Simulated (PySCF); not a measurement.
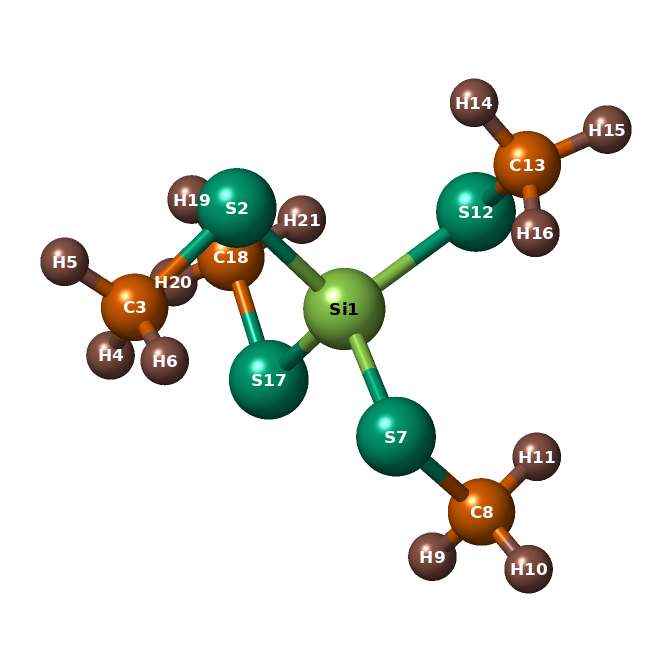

Every bond is drawn as one stick. The computed structure is the end point of a PBE0-D3(BJ)/def2-SVP optimisation. No frequency run is at hand to confirm it as a minimum. Method: PBE0/pcSseg-1 (PySCF 2.14.0).

List the Mayer bond orders of Si1–S2, Si1–S7, Si1–S12, Si1–S17, S2–C3, S7–C8, S12–C13, S17–C18 (bonds between heavy atoms, one of each equivalent set). Atoms whose distances differ by more than 0.02 Å in this geometry are listed apart.

```
   bond  Mayer order  length (Å)
 Si1–S2         1.01       2.133
 Si1–S7         1.01       2.132
Si1–S12         1.01       2.133
Si1–S17         1.01       2.132
  S2–C3         0.98       1.825
  S7–C8         0.98       1.825
S12–C13         0.98       1.825
S17–C18         0.98       1.825
```
